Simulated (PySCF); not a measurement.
## Run report: C₃H₈F₂Si, NMR shielding calculation

- system: C₃H₈F₂Si, SMILES CC(F)(F)C[SiH3]
- method: GIAO PBE0/pcSseg-1 NMR shielding, non-relativistic, gas phase (PySCF 2.14.0)

The geometry comes from this level: PBE0-D3(BJ)/def2-SVP. Figures and captions count atoms from 1; the log counts them from 0 in places.

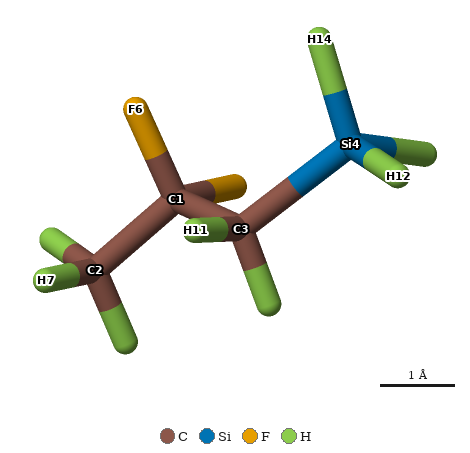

The input geometry (stick view, seen at a tilt; atoms are numbered from 1 in the order of the input). Bond lengths as drawn: C–C 1.51 Å, C–F 1.36 to 1.37 Å, C–H 1.10 Å, C–Si 1.90 Å and H–Si 1.49 to 1.50 Å.

Summary:

| quantity | value |
| --- | --- |
| outcome | converged |
| total energy | −607.824632 hartree |
| HOMO | −9.15 eV |
| LUMO | 0.89 eV |
| dipole moment | 2.47 D |
| isotropic shielding, C | 60.7 to 162.7 ppm |
| isotropic shielding, Si | 425.7 ppm |
| isotropic shielding, F | 283.3 to 283.7 ppm |
| isotropic shielding, H | 27.1 to 30.1 ppm |
| hardware | 1 CPU thread, shared host |
| wall time | 13 s |
| peak memory | 0.83 GiB |

Input:
```
{"job": {"kind": "nmr", "xc": "PBE0", "basis": "pcSseg-1"}, "charge": 0, "multiplicity": 1}
C     -0.005950     0.320093     0.749633
C      0.981749     1.317732     1.300527
C      0.163113    -0.039847    -0.711229
Si    -0.982085    -1.423880    -1.324748
F      0.068536    -0.822070     1.497288
F     -1.265726     0.807720     0.937090
H      0.927928     2.257452     0.734893
H      2.002062     0.916814     1.237949
H      0.737724     1.518645     2.352856
H      1.204466    -0.351481    -0.890120
H     -0.010299     0.864130    -1.316077
H     -0.813488    -1.520603    -2.807506
H     -0.604766    -2.734305    -0.720154
H     -2.409913    -1.122594    -1.019406
```

The first line tells a small driver script what to run in PySCF; the rest is the geometry in Å.

Run as:
```bash
OMP_NUM_THREADS=1 python <driver script> task.json out
```

What the program printed:
```
coarse grid: 12016 points
cycle   1  E = -607.6860945590  dE =  4.320e-01  |g| = 7.130e-01  |ddm| = 3.088e+00
cycle   2  E = -607.6262599747  dE =  5.983e-02  |g| = 9.790e-01  |ddm| = 9.187e-01
cycle   3  E = -607.7745933798  dE = -1.483e-01  |g| = 7.597e-02  |ddm| = 5.340e-01
cycle   4  E = -607.7756115653  dE = -1.018e-03  |g| = 3.022e-02  |ddm| = 6.969e-02
cycle   5  E = -607.7758189026  dE = -2.073e-04  |g| = 3.991e-03  |ddm| = 2.697e-02
cycle   6  E = -607.7758223152  dE = -3.413e-06  |g| = 1.469e-03  |ddm| = 4.949e-03
final grid: 111736 points
cycle   7  E = -607.8246202668  dE = -3.418e-05  |g| = 7.334e-03  |ddm| = 2.139e-02
cycle   8  E = -607.8246108243  dE =  9.442e-06  |g| = 1.035e-02  |ddm| = 1.239e-02
cycle   9  E = -607.8246318922  dE = -2.107e-05  |g| = 7.059e-04  |ddm| = 6.821e-03
cycle  10  E = -607.8246319720  dE = -7.978e-08  |g| = 2.297e-04  |ddm| = 6.200e-04
cycle  11  E = -607.8246319813  dE = -9.358e-09  |g| = 3.669e-05  |ddm| = 1.581e-04
cycle  12  E = -607.8246319816  dE = -2.510e-10  |g| = 1.280e-05  |ddm| = 3.909e-05
```

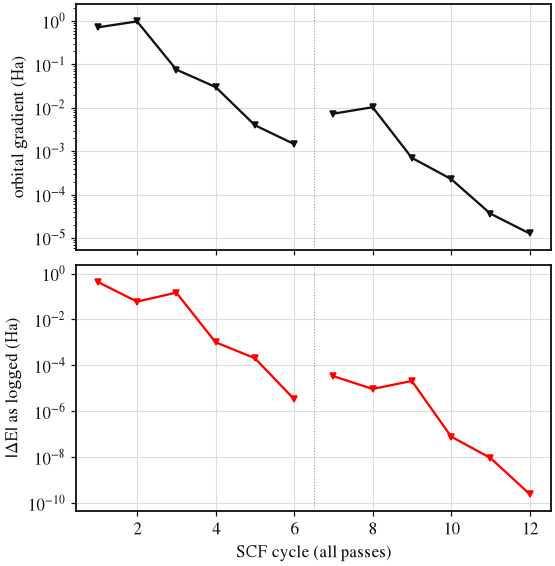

Convergence of the self-consistent field: orbital gradient and size of the energy change against the SCF cycle. The dotted line marks the change from a coarse to the final integration grid. The first 6 cycles use a coarse grid, the final grid takes over at cycle 7, and the field converges after 12 cycles in all.

```
converged SCF energy = -607.8246319816

GIAO shielding tensors (ppm)
atom      isotropic    diamagn.    paramagn.     s11        s22        s33       span
  0 C       60.713     241.241    -180.528     49.122     56.184     76.834     27.712
  1 C      156.019     248.709     -92.690    139.284    142.638    186.135     46.851
  2 C      162.672     254.832     -92.160    146.524    149.000    192.491     45.967
  3 Si     425.713     878.751    -453.038    406.156    411.520    459.463     53.307
  4 F      283.330     477.066    -193.736    188.479    326.656    334.855    146.376
  5 F      283.697     476.910    -193.212    183.309    324.015    343.767    160.458
  6 H       29.836      29.253       0.583     26.336     28.064     35.109      8.773
  7 H       29.899      29.321       0.578     26.412     28.061     35.225      8.814
  8 H       29.355      27.980       1.374     25.700     27.086     35.278      9.578
  9 H       30.095      32.040      -1.946     25.723     29.625     34.937      9.214
 10 H       30.146      31.946      -1.800     25.781     29.356     35.302      9.521
 11 H       27.537      27.789      -0.252     24.301     25.316     32.994      8.693
 12 H       27.203      28.103      -0.900     23.558     25.792     32.257      8.699
 13 H       27.123      28.062      -0.939     23.422     26.010     31.939      8.517
```

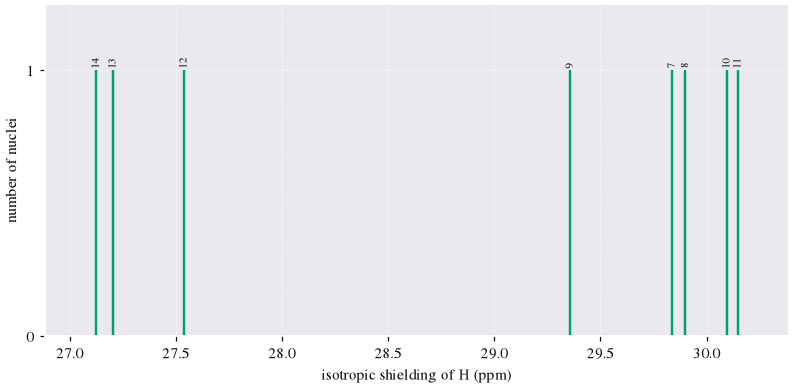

Isotropic shieldings of the hydrogen nuclei in this fixed geometry, labelled by atom number; shielding grows to the right, so chemical shift grows to the left. The least shielded is H14 (27.1 ppm), the most shielded H11 (30.1 ppm).

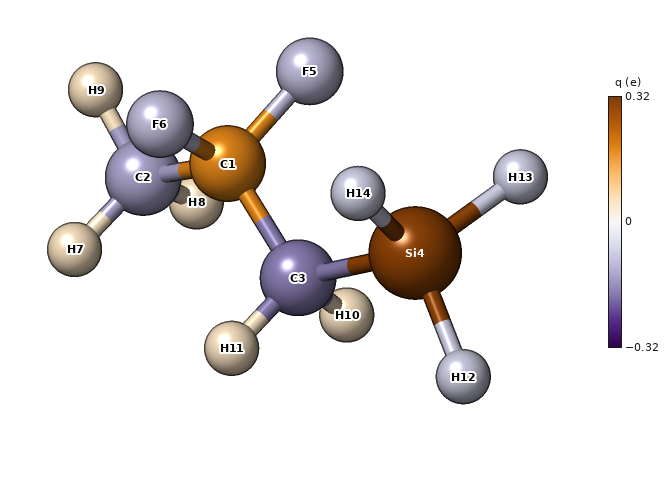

Hirshfeld charges, as the colour of each atom (ball-and-stick view, seen at a tilt; atoms are numbered from 1 in the order of the input). By element: C −0.18 to +0.19, Si +0.30, F −0.10 and H −0.08 to +0.05 e.
